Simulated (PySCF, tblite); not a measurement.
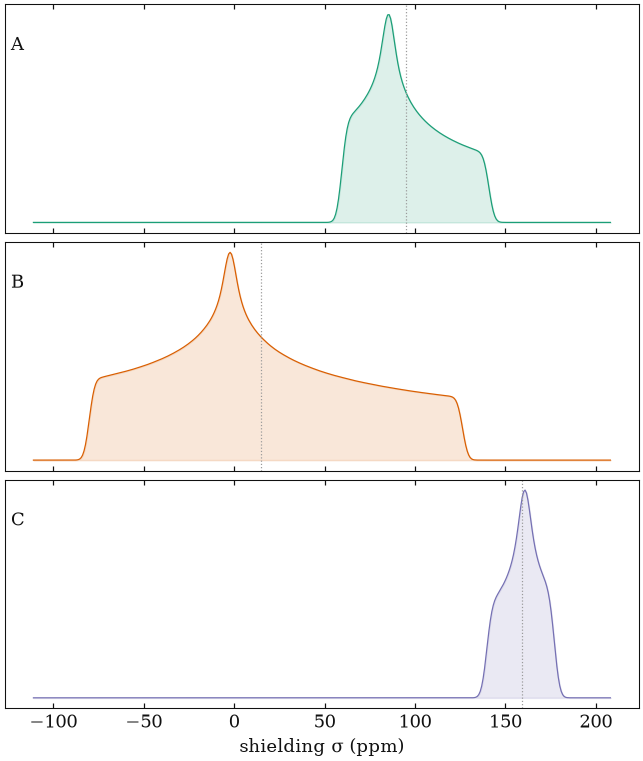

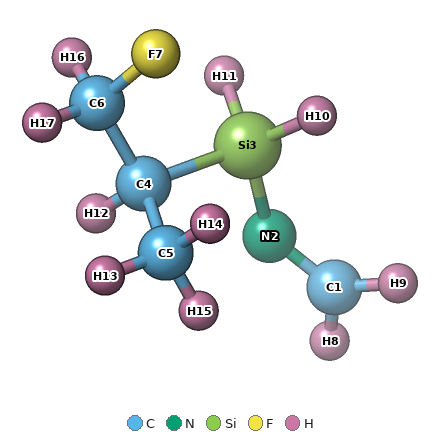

Static powder patterns (¹³C) from GIAO shielding tensors of C₄H₁₀FNSi, SMILES C=N[SiH2][C@@H](C)CF, PBE0/pcSseg-1, PySCF, at a GFN2-xTB geometry (a minimum by its frequencies); absolute shielding, one fixed geometry of the isolated molecule without any motion, no dipolar terms. The dotted line is the isotropic value; skew is 3(σiso − σ22)/span.

The panels belong to C1, C4 and C6. Which is which?

Answer. panel A: C6, σ11, σ22, σ33 = 59, 85, 141 ppm, isotropic 95, span 81 ppm, skew 0.36; panel B: C1, σ11, σ22, σ33 = −80, −2, 126 ppm, isotropic 15, span 206 ppm, skew 0.25; panel C: C4, σ11, σ22, σ33 = 140, 161, 177 ppm, isotropic 159, span 38 ppm, skew −0.12.

Caveats: the tight-binding geometry is rougher than a DFT one and adds to the error; one conformer of a flexible molecule.
